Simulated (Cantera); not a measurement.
Input: 1 mol TiCl4, 0.13 mol H2O, at 0.110 bar.

These are equilibrium values from Cantera (NASA tables, ideal gas, pure condensed phases), not measurements of a reactor. Candidate condensed phases: H2O, Ti, TiCl2, TiCl3, TiCl4, TiO, TiO2, Ti2O3, Ti3O5, Ti4O7; 23 gas species. The tables' values for TiCl2 are old estimates; treat these amounts as uncertain. Condensed phases not in the tables: TiOCl. The numbers say what is thermodynamically allowed, not how fast it happens.

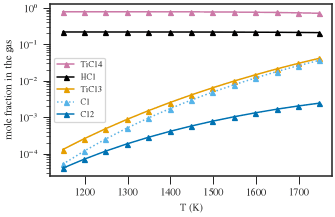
Fig. 1. Equilibrium gas composition (values under 1e-9 drawn at 1e-9)

From 1148 K to 1748 K the condensed part is TiO2(rutile). The main Ti-bearing gas is TiCl4 throughout.
